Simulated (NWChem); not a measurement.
# B3LYP/6-311G(d,p) run of CH2FI (fluoroiodomethane)

Aim: the vertical ionisation energy of CH2FI (fluoroiodomethane) at B3LYP/6-311G**, from 2 runs. 

The calculation is run with NWChem 7.3.0.

## Step 1: The molecule

CH2FI: 5 atoms, total charge 0, spin state singlet. SMILES: `FCI`. Geometry: relaxed at PBE0-D4/def2-TZVP.

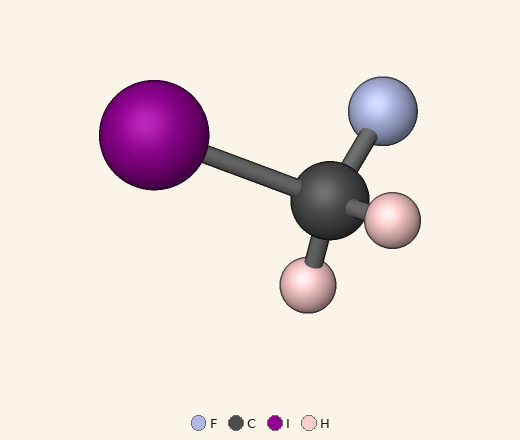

Viewed from a chosen angle; fluorine light blue, carbon dark grey, iodine purple, hydrogen pink.

## Step 2: The energy at B3LYP/6-311G(d,p)

mymol.nw

```
start mymol
memory total 2200 mb
charge 0

geometry noautosym nocenter noautoz
 F        1.196300       0.710900      -0.175500
 C        0.160600      -0.114100       0.103400
 I       -1.632300       0.547900      -0.864200
 H        0.368100      -1.112000      -0.277200
 H       -0.042700      -0.106200       1.172200
end

basis spherical bse
 F library 6-311G**
 C library 6-311G**
 I library 6-311G**
 H library 6-311G**
end

dft
 xc b3lyp
 mult 1
 grid fine
 convergence energy 1e-08
 maxiter 100
 mulliken
 print low
end

task dft energy
```

Run with:

```console
$ nwchem mymol.nw > mymol.out
```

Output:

```text
[...]
 d= 0,ls=0.0,diis     1  -7058.6053121744 -7.28D+03  9.44D-03  6.69D+00     1.6
[...]
 d= 0,ls=0.0,diis    10  -7058.7064415323 -5.33D-09  2.00D-07  1.64D-09    11.1
         Total DFT energy =    -7058.706441532300
      One electron energy =   -10135.844758185696
           Coulomb energy =     3052.179302151016
    Exchange-Corr. energy =     -193.210708354064
 Nuclear repulsion energy =      218.169722856444
[...]
      Total Density - Mulliken Population Analysis
     ---------------------------------------------
    Atom       Charge   Shell Charges
 -----------   ------   -------------------------------------------------------
    1 F    9     9.22   1.08  0.92  1.19  1.09  2.32  0.86  1.76  0.01
    2 C    6     6.07   1.10  0.89  0.60  0.78  1.46  0.43  0.71  0.10
    3 I   53    53.02   0.94  1.00  1.04  0.93  0.92  1.09  0.99  1.07  1.39  0.60  5.02  1.20  3.33  2.37  3.01  2.94  1.16  2.68  1.29  6.22  3.85  4.87  4.83  0.27
    4 H    1     0.85   0.28  0.48  0.07  0.02
    5 H    1     0.85   0.28  0.48  0.07  0.02
[...]
```

Run time: 12 s. Hardware: 1 thread of Intel Xeon 6975P-C (Granite Rapids), shared host; peak memory 0.11 GiB.

## Step 3: The doublet cation

ch2fi.nw

```
start ch2fi
memory total 2200 mb
charge 1
geometry noautosym nocenter noautoz
  F        1.196300       0.710900      -0.175500
  C        0.160600      -0.114100       0.103400
  I       -1.632300       0.547900      -0.864200
  H        0.368100      -1.112000      -0.277200
  H       -0.042700      -0.106200       1.172200
end
basis spherical bse
  * library 6-311G**
end
dft
  xc b3lyp
  mult 2
  grid fine
  convergence energy 1e-08
  maxiter 100
  mulliken
  noprint "final vectors analysis"
end
task dft energy
```

Run with:

```console
$ nwchem ch2fi.nw > ch2fi.out
```

Output:

```text
[...]
          Wavefunction type:  spin polarized.
          No. of atoms     :     5
          No. of electrons :    69
[...]
          Charge           :     1
          Spin multiplicity:     2
[...]
          AO basis - number of functions:   110
[...]
              XC Information
              --------------
                         B3LYP Method XC Potential
                     Hartree-Fock (Exact) Exchange  0.200
                        Slater Exchange Functional  0.800 local
                    Becke 1988 Exchange Functional  0.720 non-local
              Lee-Yang-Parr Correlation Functional  0.810
                  VWN I RPA Correlation Functional  0.190 local
[...]
 d= 0,ls=0.0,diis     1  -7057.6068933742 -7.28D+03  1.59D-02  1.20D+01     1.9
[...]
 d= 0,ls=0.0,diis    14  -7058.3365146030 -1.70D-09  7.81D-08  4.41D-11    20.2
[...]
         Total DFT energy =    -7058.336514602974
      One electron energy =   -10115.833038213575
           Coulomb energy =     3032.228204837112
    Exchange-Corr. energy =     -192.901404082955
 Nuclear repulsion energy =      218.169722856444
[...]
      Total Density - Mulliken Population Analysis
     ---------------------------------------------
    Atom       Charge   Shell Charges
 -----------   ------   -------------------------------------------------------
    1 F    9     9.14   1.08  0.92  1.18  1.10  2.31  0.86  1.69  0.01
    2 C    6     6.08   1.10  0.89  0.59  0.80  1.46  0.44  0.69  0.10
    3 I   53    52.24   0.94  1.00  1.04  0.93  0.93  1.09  0.99  1.06  1.51  0.48  5.02  1.20  3.33  2.37  3.00  2.94  1.09  2.58  0.68  6.22  3.85  4.87  4.83  0.27
    4 H    1     0.77   0.27  0.44  0.03  0.02
    5 H    1     0.77   0.27  0.44  0.03  0.02
[...]
      <S2> =      0.7522 (Exact =     0.7500)
[...]
```

Run time: 21 s. Hardware: 1 thread of Intel Xeon 6975P-C (Granite Rapids), shared host; peak memory 0.11 GiB.

## Step 4: Results

Level: B3LYP/6-311G**.

```
                                          quantity           value
                       singlet CH2FI: total energy  -7058.70644 Eh
                      doublet cation: total energy  -7058.33651 Eh
                              doublet cation: ⟨S²⟩           0.752
vertical ionisation energy (to the doublet cation)       10.066 eV
```

Removing an electron at fixed nuclei costs 10.07 eV (971 kJ/mol). Relativity is left out (singlet CH2FI) although the molecule holds a heavy atom. Mulliken charges (doublet cation) run from -0.14 on F1 to +0.76 on I3; they depend strongly on the basis. Relativity is left out (doublet cation) although the molecule holds a heavy atom.
